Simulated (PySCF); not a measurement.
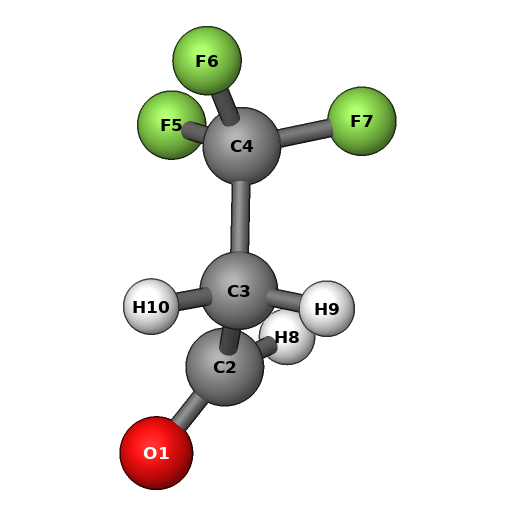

Geometry: a frame of a GFN2-xTB molecular-dynamics simulation, not a minimum. Level of theory: GIAO PBE0/pcSseg-1 NMR shielding, non-relativistic, gas phase (PySCF 2.14.0). Principal shieldings σ11 ≤ σ22 ≤ σ33, span Ω = σ33 − σ11, skew κ = 3(σiso − σ22)/Ω.

Question: Which C atom has the most anisotropic shielding?

Answer: C2, with a span of 186 ppm.

Give the shielding tensors of the C atoms.

```
atom    σ11    σ22    σ33   σiso      Ω      κ
  C2  −90.6   −5.3   95.0   −0.3  185.6   0.08
  C3  105.9  124.9  141.6  124.2   35.7  −0.07
  C4   41.9   48.2   50.1   46.8    8.2  −0.54
```

Shieldings and span in ppm.
